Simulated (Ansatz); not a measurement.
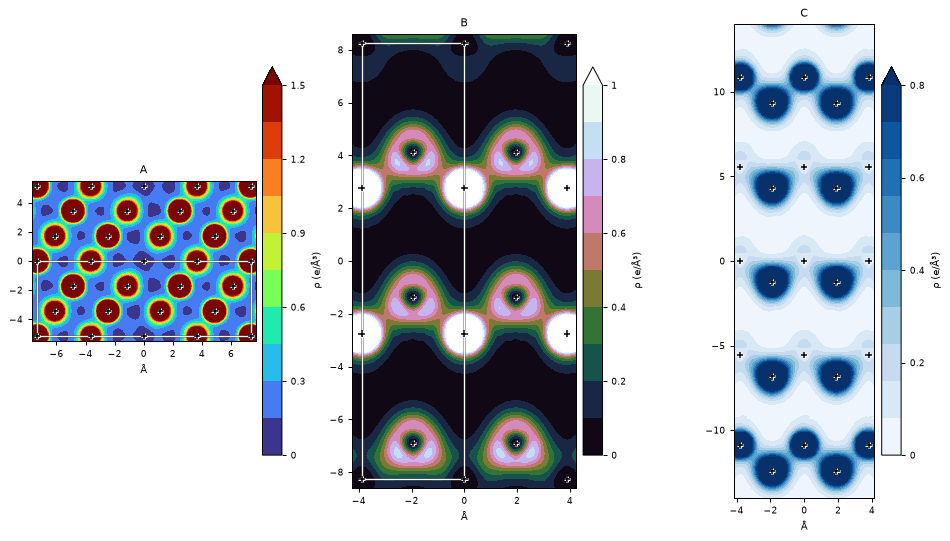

The valence electron density of 3 systems, each on a plane through atoms (crosses mark nuclei in the plane).

Method: DFT PBE, scalar-relativistic, plane waves, PAW in Ansatz.

System 1: AlGa$_{2}$P$_{3}$, the (100) plane of the conventional cell. Space group I-4m2; a structure generated by program, which may or may not match a known phase.

```xyz
12
Lattice="3.8947 0.0000 0.0000 0.0000 3.8947 0.0000 0.0000 0.0000 16.5153" Properties=species:S:1:pos:R:3 pbc="T T T"
Al    1.9473    1.9473    0.0000
Al    0.0000    0.0000    8.2577
Ga    1.9473    1.9473    5.5049
Ga    0.0000    0.0000   13.7626
Ga    0.0000    0.0000    2.7528
Ga    1.9473    1.9473   11.0103
P     1.9473    0.0000    6.8876
P     0.0000    1.9473   15.1452
P     1.9473    0.0000    1.3701
P     0.0000    1.9473    9.6278
P     0.0000    1.9473    4.1288
P     1.9473    0.0000   12.3865
```

System 2: Ti$_{5}$AlN$_{6}$, the (110) plane of the conventional cell. Space group P-3m1; a structure generated by program, which may or may not match a known phase; computed without spin polarisation.

```xyz
12
Lattice="2.9803 0.0000 0.0000 -1.4902 2.5811 0.0000 0.0000 0.0000 14.6936" Properties=species:S:1:pos:R:3 pbc="T T T"
Ti    0.0000    0.0000    0.0000
Ti    1.4902    0.8603    2.4798
Ti    0.0000    1.7207    4.8809
Ti    1.4902    0.8603    9.8127
Ti    0.0000    1.7207   12.2137
Al    0.0000    0.0000    7.3468
N     0.0000    1.7207    1.2299
N     0.0000    0.0000    3.7007
N     1.4902    0.8603    6.2107
N     0.0000    1.7207    8.4829
N     0.0000    0.0000   10.9929
N     1.4902    0.8603   13.4637
```

System 3: Be$_{3}$Zn$_{2}$Se$_{5}$, the (010) plane of the conventional cell. Space group I-4m2; a structure generated by program, which may or may not match a known phase.

```
Be Zn Se
1.0
     3.79907    0.00000    0.00000
     0.00000    3.79907    0.00000
     0.00000    0.00000   27.29533
Be Zn Se
6 4 10
Direct
  0.50000 0.50000 0.00000
  0.00000 0.00000 0.50000
  0.50000 0.50000 0.20383
  0.00000 0.00000 0.70383
  0.00000 0.00000 0.29617
  0.50000 0.50000 0.79617
  0.50000 0.50000 0.39800
  0.00000 0.00000 0.89800
  0.00000 0.00000 0.10200
  0.50000 0.50000 0.60200
  0.50000 0.00000 0.45455
  0.00000 0.50000 0.95455
  0.50000 0.00000 0.04545
  0.00000 0.50000 0.54545
  0.00000 0.50000 0.15852
  0.50000 0.00000 0.65852
  0.50000 0.00000 0.25000
  0.00000 0.50000 0.75000
  0.00000 0.50000 0.34148
  0.50000 0.00000 0.84148
```

Q: Match each panel to its system.

A: Panel A is system 2, Ti$_{5}$AlN$_{6}$: the plane holds Ti, Al and N. Al–N (2.06 Å): ρ is about 0.48 e/Å³ halfway. Panel B is system 1, AlGa$_{2}$P$_{3}$: the plane holds Al, Ga and P. Al–P (2.38 Å): the density is about 0.51 e/Å³ at the midpoint. Panel C is system 3, Be$_{3}$Zn$_{2}$Se$_{5}$: the plane holds Be, Zn and Se. Be–Se (2.27 Å): ρ is about 0.56 e/Å³ halfway.
